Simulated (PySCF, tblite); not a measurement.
**C6H14B2Si: geometry, infrared bands and NMR shifts**

What infrared bands and NMR shifts should C6H14B2Si (`BCB(C#CC)[SiH](C)C`) show?

Computed with tblite 0.8.0 and PySCF 2.14.0, with density-fitted response routines of our own, on a single molecule in the gas phase. Atoms count from 0, in the outputs and in this text.

## Step 1: Starting geometry

23 atoms, charge 0, multiplicity 1; geometry from: force field or distance geometry start.

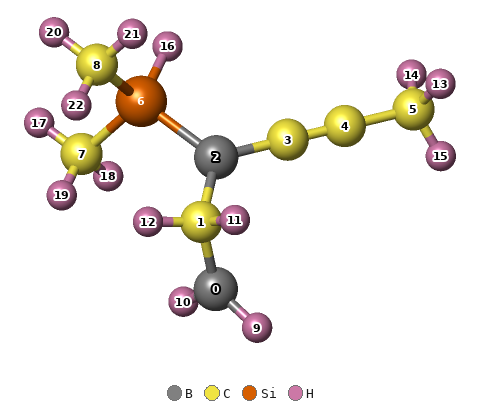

The starting geometry (boron grey, carbon yellow, silicon orange, hydrogen pink), atoms numbered; sticks join atoms by distance.

## Step 2: Optimising the geometry with GFN2-xTB

Job settings and geometry (Å):

```
{"job": {"kind": "relax", "xc": "GFN2-xTB", "basis": "xTB"}, "charge": 0, "multiplicity": 1}
B     -1.782100    -2.122100    -0.201700
C     -1.293200    -1.057500     0.863700
B     -0.027800    -0.257500     0.312700
C      1.314900    -0.945500     0.101900
C      2.375700    -1.503800    -0.039200
C      3.659700    -2.169300    -0.240300
Si    -0.212800     1.624100    -0.167700
C     -1.519200     1.804300    -1.475200
C     -0.700200     2.599000     1.347000
H     -1.790100    -3.273600     0.059700
H     -2.181800    -1.756100    -1.257600
H     -1.003500    -1.586300     1.811500
H     -2.126400    -0.362200     1.106200
H      4.184300    -2.265400     0.737400
H      4.288900    -1.560900    -0.927200
H      3.496000    -3.176200    -0.656600
H      1.070600     2.125400    -0.674500
H     -1.628400     2.863200    -1.756800
H     -1.235000     1.213900    -2.367400
H     -2.488700     1.426100    -1.083100
H     -0.801300     3.680300     1.079200
H      0.068400     2.487400     2.132500
H     -1.672600     2.239900     1.740600
```

Command:

```console
> OMP_NUM_THREADS=1 python probes_run.py task.json out
```

The driver reads the jobs from task.json and runs them one after another.

Output:

```text
step      E/eV     max force
  0    -654.89894    1.380
  1    -655.01176    2.172
  2    -655.03804    2.422
  3    -655.09569    0.415
  4    -655.11751    0.467
  5    -655.13712    0.426
  6    -655.14516    0.258
  7    -655.15441    0.213
  8    -655.15964    0.263
  9    -655.16280    0.150
 10    -655.16461    0.085
 11    -655.16622    0.111
 12    -655.16779    0.144
 13    -655.16957    0.128
 14    -655.17141    0.091
 15    -655.17312    0.088
 16    -655.17448    0.101
 17    -655.17562    0.086
 18    -655.17677    0.091
 19    -655.17797    0.079
 20    -655.17909    0.080
 21    -655.18006    0.069
 22    -655.18096    0.092
 23    -655.18200    0.102
 24    -655.18341    0.095
 25    -655.18522    0.113
 26    -655.18719    0.116
 27    -655.18904    0.104
 28    -655.19081    0.118
 29    -655.19262    0.112
 30    -655.19481    0.151
 31    -655.19730    0.131
 32    -655.19976    0.139
 33    -655.20200    0.121
 34    -655.20417    0.159
 35    -655.20511    0.196
 36    -655.20760    0.101
 37    -655.20882    0.080
 38    -655.21055    0.108
 39    -655.21132    0.116
 40    -655.21340    0.085
 41    -655.21434    0.058
 42    -655.21490    0.044
 43    -655.21526    0.052
 44    -655.21566    0.050
 45    -655.21610    0.060
 46    -655.21643    0.050
 47    -655.21665    0.033
 48    -655.21685    0.029
 49    -655.21701    0.026
 50    -655.21719    0.030
 51    -655.21740    0.037
 52    -655.21762    0.037
 53    -655.21784    0.035
 54    -655.21806    0.040
 55    -655.21829    0.032
 56    -655.21850    0.033
 57    -655.21868    0.034
 58    -655.21887    0.041
 59    -655.21909    0.049
 60    -655.21936    0.048
 61    -655.21960    0.034
 62    -655.21980    0.045
 63    -655.21997    0.040
 64    -655.22013    0.042
 65    -655.22026    0.021
 66    -655.22034    0.017
 67    -655.22038    0.017
 68    -655.22044    0.021
 69    -655.22053    0.021
 70    -655.22064    0.016
 71    -655.22071    0.014
 72    -655.22076    0.015
 73    -655.22079    0.016
 74    -655.22084    0.015
 75    -655.22090    0.013
 76    -655.22095    0.014
 77    -655.22100    0.016
 78    -655.22104    0.016
 79    -655.22111    0.015
 80    -655.22119    0.021
 81    -655.22127    0.019
 82    -655.22133    0.014
 83    -655.22138    0.015
 84    -655.22145    0.019
 85    -655.22158    0.032
 86    -655.22176    0.037
 87    -655.22191    0.027
 88    -655.22202    0.026
 89    -655.22210    0.022
 90    -655.22219    0.025
 91    -655.22232    0.028
 92    -655.22243    0.023
 93    -655.22252    0.024
 94    -655.22261    0.024
 95    -655.22270    0.030
 96    -655.22278    0.025
 97    -655.22283    0.010
 98    -655.22284    0.008
```

Wall time 1.6 s (1 thread of Arm Neoverse N1, shared host); peak memory 0.18 GiB.

Step by step: (not every step is listed)

| step | energy from step 0 (eV) | largest force (eV/Å) |
| --- | --- | --- |
| 0 | 0.0000 | 1.3797 |
| 1 | -0.1128 | 2.1719 |
| 2 | -0.1391 | 2.4222 |
| 3 | -0.1967 | 0.4151 |
| 4 | -0.2186 | 0.4667 |
| 5 | -0.2382 | 0.4257 |
| 6 | -0.2462 | 0.2583 |
| 7 | -0.2555 | 0.2130 |
| 8 | -0.2607 | 0.2628 |
| 16 | -0.2755 | 0.1008 |
| 24 | -0.2845 | 0.0950 |
| 32 | -0.3008 | 0.1392 |
| 40 | -0.3145 | 0.0848 |
| 48 | -0.3179 | 0.0286 |
| 56 | -0.3196 | 0.0328 |
| 64 | -0.3212 | 0.0420 |
| 72 | -0.3218 | 0.0150 |
| 80 | -0.3222 | 0.0212 |
| 88 | -0.3231 | 0.0260 |
| 93 | -0.3236 | 0.0241 |
| 94 | -0.3237 | 0.0236 |
| 95 | -0.3238 | 0.0298 |
| 96 | -0.3238 | 0.0253 |
| 97 | -0.3239 | 0.0105 |
| 98 | -0.3239 | 0.0083 |

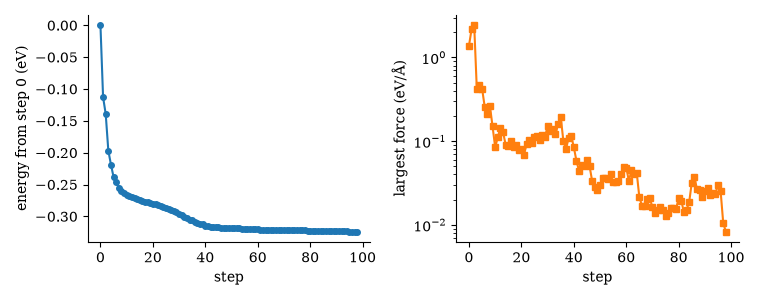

Energy and largest force along the relaxation.

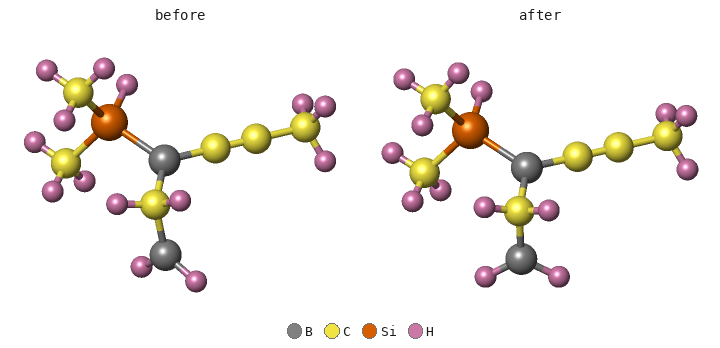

Before and after, at one scale.

Distances of close pairs at the start and the end, largest changes first:

| bond | before (Å) | after (Å) | change (Å) |
| --- | --- | --- | --- |
| Si6–C7 | 1.857 | 1.913 | +0.056 |
| Si6–C8 | 1.866 | 1.916 | +0.050 |
| C8–H20 | 1.119 | 1.086 | -0.033 |
| C1–H11 | 1.123 | 1.090 | -0.033 |
| B2–C3 | 1.523 | 1.493 | -0.030 |
| C7–H19 | 1.112 | 1.086 | -0.026 |
| C5–H13 | 1.114 | 1.091 | -0.023 |
| C1–H12 | 1.112 | 1.089 | -0.023 |

The final coordinates are the input of the step that follows.

## Step 3: Harmonic vibrations with GFN2-xTB

Job settings and geometry (Å):

```
{"job": {"kind": "ir", "xc": "GFN2-xTB", "basis": "xTB"}, "charge": 0, "multiplicity": 1}
B     -1.773142    -1.968642    -0.272832
C     -1.209298    -1.129030     0.917828
B      0.020592    -0.310616     0.325472
C      1.321915    -1.022155     0.153323
C      2.384614    -1.585922     0.013773
C      3.652481    -2.256493    -0.154195
Si    -0.196818     1.582878    -0.182723
C     -1.581578     1.781831    -1.488113
C     -0.720923     2.666617     1.308319
H     -1.296839    -3.004869    -0.539235
H     -2.657537    -1.561549    -0.924105
H     -0.841039    -1.789444     1.703548
H     -1.957698    -0.456163     1.334509
H      4.147328    -2.345996     0.813435
H      4.297418    -1.692220    -0.828261
H      3.498312    -3.256863    -0.559736
H      1.002907     2.245036    -0.755639
H     -1.746802     2.825019    -1.739619
H     -1.335126     1.255792    -2.405840
H     -2.521725     1.377751    -1.123864
H     -0.858271     3.702970     1.015473
H      0.025355     2.646254     2.097287
H     -1.658879     2.322797     1.736225
```

Output:

```text
mode    cm-1     km/mol
  1     -13.2      0.13
  2      -1.9      0.22
  3      51.9      0.07
  4      64.1      1.00
  5      72.3      0.09
  6     116.1      0.13
  7     120.7      0.39
  8     129.3      1.99
  9     135.9      2.21
 10     171.4      0.59
 11     175.8      1.03
 12     196.1      0.96
 13     249.2      1.88
 14     268.0      6.55
 15     347.9      0.38
 16     380.7      4.70
 17     457.3      9.36
 18     497.8      6.93
 19     624.0     53.10
 20     636.9    105.17
 21     682.9     38.65
 22     720.5      1.61
 23     731.4     30.32
 24     791.6      6.46
 25     806.3     64.32
 26     812.8     48.87
 27     816.3    138.53
 28     827.7     72.88
 29     849.6    225.25
 30     958.0     22.18
 31     967.8    122.60
 32     999.5    118.62
 33    1005.8     90.43
 34    1026.4      2.04
 35    1050.6     38.44
 36    1108.0     70.66
 37    1205.9    114.02
 38    1251.4     10.94
 39    1365.9      3.99
 40    1369.2      1.23
 41    1383.4      1.61
 42    1447.5      7.17
 43    1451.9      6.62
 44    1471.5      4.92
 45    1491.6      0.17
 46    1495.3      0.03
 47    1496.8      0.05
 48    1501.9      0.24
 49    2083.0    416.09
 50    2287.9    244.31
 51    2622.4    122.28
 52    2650.0    139.54
 53    2978.7     23.46
 54    2991.4     38.92
 55    2995.1     23.18
 56    2995.4     17.63
 57    3004.0     31.39
 58    3027.3     22.46
 59    3035.2     52.94
 60    3036.3     26.00
 61    3037.3     21.26
 62    3040.5     10.57
 63    3043.3     58.42
```

It took 2 s on 1 thread of Arm Neoverse N1, shared host; peak memory 0.18 GiB.

The strongest bands and the atoms that carry them (share of the mass-weighted mode):

| cm⁻¹ | km/mol | atoms |
| --- | --- | --- |
| 816 | 138.5 | H21 21 %, H22 16 %, H16 11 % |
| 850 | 225.2 | H17 18 %, H20 16 %, Si6 13 % |
| 968 | 122.6 | C1 21 %, B2 19 %, H12 13 %, C5 12 % |
| 1000 | 118.6 | C1 21 %, H13 19 %, H15 14 % |
| 2083 | 416.1 | H16 97 % |
| 2288 | 244.3 | C4 52 %, C3 46 % |
| 2622 | 122.3 | H10 55 %, H9 41 % |
| 2650 | 139.5 | H9 52 %, H10 37 %, B0 11 % |

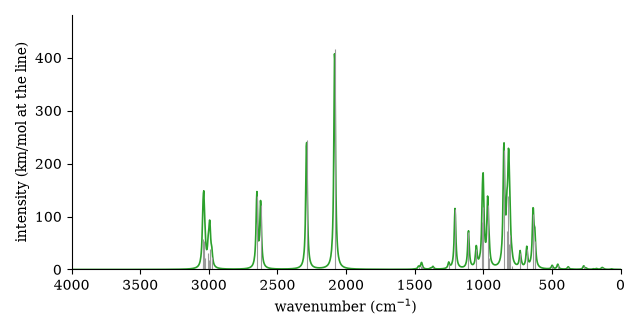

The infrared spectrum from these modes, unscaled. Lines are broadened to a width of 14 cm⁻¹ (Lorentzian).

## Step 4: NMR shieldings: PBE0/pcSseg-1

The job, as its differences from that of step 3:

```diff
@@ -1,2 +1,2 @@
-{"job": {"kind": "ir", "xc": "GFN2-xTB", "basis": "xTB"}, "charge": 0, "multiplicity": 1}
+{"job": {"kind": "nmr", "xc": "PBE0", "basis": "pcSseg-1"}, "charge": 0, "multiplicity": 1}
 B     -1.773142    -1.968642    -0.272832
```

Level: GIAO PBE0/pcSseg-1 NMR shielding, non-relativistic, gas phase.

Output:

```text
coarse grid: 18992 points
cycle   1  E = -575.5156423670  dE =  6.292e-01  |g| = 5.978e-01  |ddm| = 4.398e+00
cycle   2  E = -575.4710170951  dE =  4.463e-02  |g| = 7.263e-01  |ddm| = 1.191e+00
cycle   3  E = -575.6004573927  dE = -1.294e-01  |g| = 2.098e-01  |ddm| = 7.113e-01
cycle   4  E = -575.6115276521  dE = -1.107e-02  |g| = 4.674e-02  |ddm| = 1.902e-01
cycle   5  E = -575.6120751541  dE = -5.475e-04  |g| = 1.229e-02  |ddm| = 6.099e-02
cycle   6  E = -575.6121201923  dE = -4.504e-05  |g| = 2.364e-03  |ddm| = 2.348e-02
cycle   7  E = -575.6121217639  dE = -1.572e-06  |g| = 6.180e-04  |ddm| = 4.031e-03
final grid: 176800 points
cycle   8  E = -575.6618528767  dE = -5.160e-05  |g| = 8.705e-03  |ddm| = 4.306e-02
cycle   9  E = -575.6618492640  dE =  3.613e-06  |g| = 9.591e-03  |ddm| = 1.593e-02
cycle  10  E = -575.6618727406  dE = -2.348e-05  |g| = 7.381e-04  |ddm| = 8.364e-03
cycle  11  E = -575.6618728804  dE = -1.398e-07  |g| = 2.807e-04  |ddm| = 1.379e-03
cycle  12  E = -575.6618728930  dE = -1.253e-08  |g| = 1.786e-04  |ddm| = 3.432e-04
cycle  13  E = -575.6618729010  dE = -8.031e-09  |g| = 2.688e-05  |ddm| = 1.640e-04
cycle  14  E = -575.6618729012  dE = -2.071e-10  |g| = 7.308e-06  |ddm| = 3.962e-05
converged SCF energy = -575.6618729012

GIAO shielding tensors (ppm)
atom      isotropic    diamagn.    paramagn.     s11        s22        s33       span
  0 B       14.058     193.523    -179.465    -57.786    -30.534    130.494    188.280
  1 C      119.605     258.832    -139.226     18.013    146.541    194.262    176.249
  2 B       13.847     199.639    -185.793    -93.537      2.685    132.392    225.929
  3 C       81.782     257.742    -175.960    -15.992    -11.072    272.411    288.403
  4 C       11.794     278.717    -266.923    -23.128     11.841     46.669     69.796
  5 C      177.365     253.621     -76.256    171.488    172.945    187.662     16.174
  6 Si     395.011     882.223    -487.211    383.422    389.429    412.182     28.760
  7 C      191.970     254.457     -62.487    189.141    191.924    194.844      5.703
  8 C      190.515     253.266     -62.751    187.011    190.498    194.035      7.024
  9 H       23.892      30.784      -6.892     16.358     26.461     28.856     12.498
 10 H       23.881      31.148      -7.267     15.730     26.535     29.378     13.648
 11 H       28.040      32.539      -4.499     24.819     27.384     31.918      7.099
 12 H       27.271      34.449      -7.178     25.220     26.854     29.739      4.518
 13 H       29.031      27.761       1.270     24.915     27.264     34.916     10.002
 14 H       29.042      29.555      -0.513     24.195     27.686     35.245     11.049
 15 H       29.078      28.157       0.921     24.416     27.412     35.406     10.990
 16 H       27.576      31.324      -3.748     24.631     25.739     32.358      7.727
 17 H       31.491      29.793       1.698     27.112     28.699     38.663     11.551
 18 H       31.873      32.607      -0.734     27.388     28.933     39.298     11.909
 19 H       31.366      32.727      -1.361     26.948     29.308     37.843     10.895
 20 H       31.460      29.413       2.048     27.226     28.549     38.607     11.381
 21 H       31.639      31.536       0.102     26.866     28.978     39.072     12.205
 22 H       31.464      31.988      -0.523     27.291     29.381     37.722     10.430
```

Wall time 2.1 min (1 thread of Arm Neoverse N1, shared host); peak memory 1.1 GiB.

The references, computed at this level on geometries of the same kind, shield at (ppm): ¹H TMS 31.72, ¹³C TMS 186.9, ²⁹Si TMS 349.2, ¹¹B BF3·OEt2 100.1. Their shielding less the atom's gives the shift. The references are single molecules in the gas phase. Atoms listed in one row are averaged.

| atoms | environment | σ (ppm) | δ (ppm) | δ scaled to CDCl3 |
| --- | --- | --- | --- | --- |
| C4 | alkyne carbon | 11.8 | 175.1 | 169.0 |
| C3 | alkyne carbon | 81.8 | 105.1 | 100.7 |
| C1 | sp3 CH2 bonded to 2 B | 119.6 | 67.3 | 63.8 |
| C5 | propargylic methyl carbon | 177.4 | 9.6 | 7.4 |
| C7, C8 | methyl carbon bonded to Si | 191.2 | -4.3 | -6.1 |
| H9, H10 | hydrogen on a boron bonded to C | 23.89 | 7.83 | – |
| H16 | hydrogen on a silicon bonded to 2 C, B | 27.58 | 4.14 | – |
| H11, H12 | hydrogen on an sp3 CH2 bonded to 2 B | 27.66 | 4.06 | 3.93 |
| H13, H14, H15 | hydrogen on a propargylic methyl carbon | 29.05 | 2.67 | 2.62 |
| H17, H18, H19, H20, H21, H22 | hydrogen on a methyl carbon bonded to Si | 31.55 | 0.17 | 0.26 |
| B2 | boron bonded to 2 C, Si | 13.8 | 86.2 | – |
| B0 | boron bonded to C, 2 H | 14.1 | 86.0 | – |
| Si6 | silicon bonded to 2 C, B, H | 395.0 | -45.9 | – |

The scaled column applies a straight-line fit of computed shieldings to shifts measured in CDCl3 (root-mean-square error 0.16 ppm for H, 1.9 ppm for C).

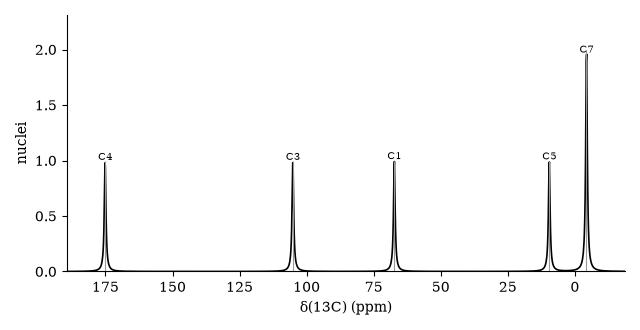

¹³C lines at the computed shifts, without couplings. Lines are broadened to a width of 0.72 ppm (Lorentzian).

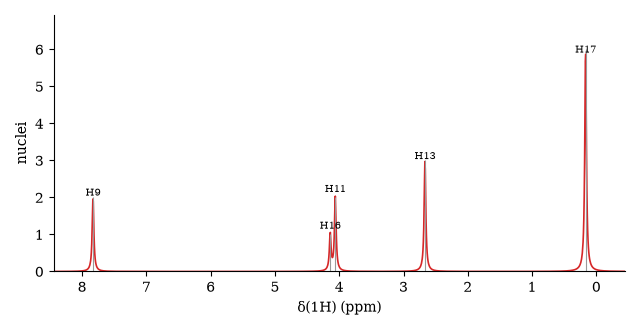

¹H lines at the computed shifts, without couplings. Lines are broadened to a width of 0.03 ppm (Lorentzian).

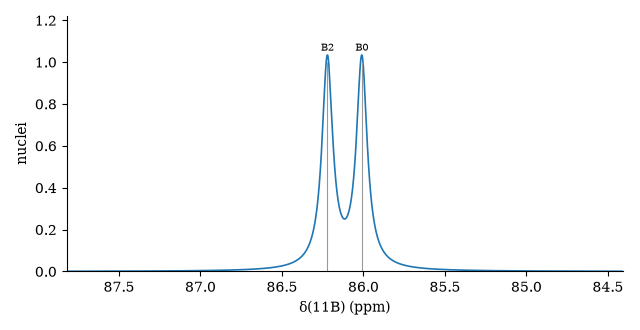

¹¹B lines at the computed shifts, without couplings. Lines are broadened to a width of 0.08 ppm (Lorentzian).

The run also stored atomic charges by several schemes (e):

| atoms | Mulliken | IAO | Hirshfeld | ESP fit |
| --- | --- | --- | --- | --- |
| B0 | 0.14 | 0.07 | 0.15 | 0.40 |
| C1 | -0.60 | -0.52 | -0.20 | -0.41 |
| B2 | 0.15 | -0.01 | 0.11 | 0.48 |
| C3 | -0.16 | -0.16 | -0.14 | -0.77 |
| C4 | -0.28 | 0.02 | 0.00 | 0.43 |
| C5 | -0.17 | -0.44 | -0.09 | -0.59 |
| Si6 | 0.63 | 0.78 | 0.30 | 0.62 |
| C7, C8 | -0.62 | -0.70 | -0.21 | -0.64 |

Mulliken charges:

B0 0.14; C1 -0.60; B2 0.15; C3 -0.16; C4 -0.28; C5 -0.17; Si6 0.63; C7 -0.62; C8 -0.61; H9 0.01; H10 0.00; H11 0.15; H12 0.15; H13 0.16; H14 0.16; H15 0.16; H16 -0.06; H17 0.14; H18 0.13; H19 0.14; H20 0.14; H21 0.13; H22 0.13

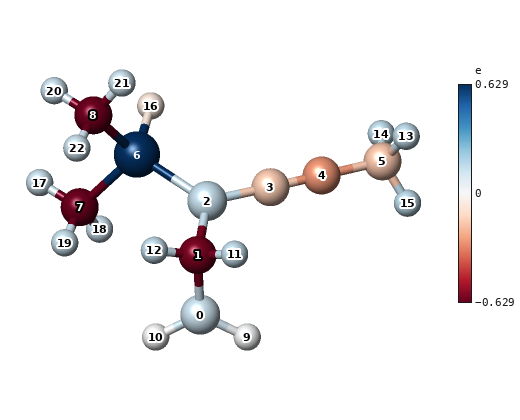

Mulliken charges, as colours on the atoms.

Mayer bond orders: B0–C1 1.02, C1–B2 0.96, B2–C3 1.10, C3–C4 2.49, C4–C5 1.20, B2–Si6 0.89, Si6–C7 0.95, Si6–C8 0.95.

The fields below are evaluated on a grid from the run's orbitals.

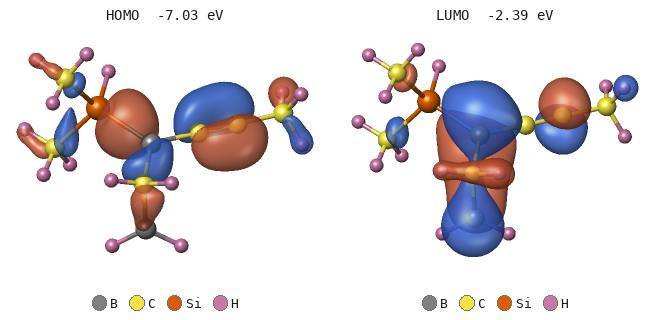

Frontier orbitals at PBE0/pcSseg-1; each surface holds 70 % of the orbital's density, blue and red mark the sign.

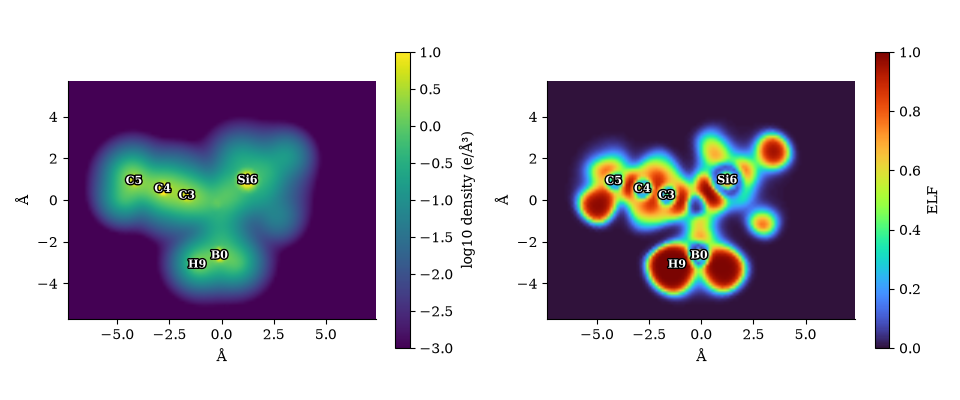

Density (left) and ELF (right) in a plane through or near 6 of the atoms.

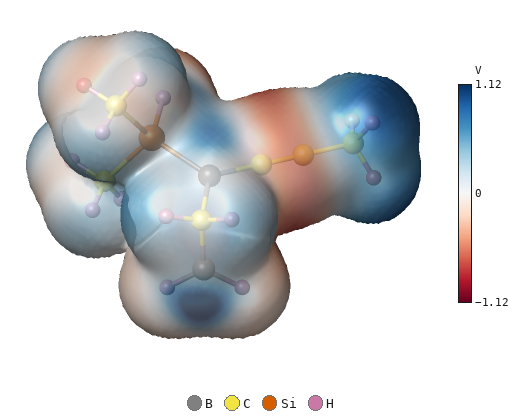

The potential that a unit positive charge feels on the 0.002 e/bohr³ surface, from -0.72 V near C3 to 1.12 V near B0.

## Step 5: Outcome

```
                                                               quantity                              value
                              strongest single infrared mode (GFN2-xTB)              2083 cm⁻¹, 416 km/mol
                                           zero-point energy (GFN2-xTB)                     112.4 kcal/mol
¹³C shifts against TMS (PBE0/pcSseg-1, means over atoms taken as alike)  175.1, 105.1, 67.3, 9.6, -4.3 ppm
 ¹H shifts against TMS (PBE0/pcSseg-1, means over atoms taken as alike)   7.83, 4.14, 4.06, 2.67, 0.17 ppm
                            ¹¹B shifts against BF3·OEt2 (PBE0/pcSseg-1)                     86.2, 86.0 ppm
                                ²⁹Si shifts against TMS (PBE0/pcSseg-1)                          -45.9 ppm
                                  surface potential, least and greatest                 -0.72 V and 1.12 V
```

**Reading.** Over 98 steps the energy fell by 0.324 eV; of the close pairs, Si6–C7 changed most, 1.857 to 1.913 Å. The lowest mode is slightly imaginary (13i cm⁻¹), a soft motion within the noise of the Hessian, so the minimum is not strictly shown. The strongest single mode, at 2083 cm⁻¹, moves mainly H16. Unscaled tight-binding wavenumbers are off by several per cent, some by more. Its intensities can rank the bands wrongly. At PBE0/pcSseg-1: The largest span, 288 ppm, is at C3, where the paramagnetic term is -176 ppm. At PBE0/pcSseg-1, counted by nearest atom on the grid, the HOMO lies on C4 27 %; C3 18 %, the LUMO on B2 36 %; C4 16 %.
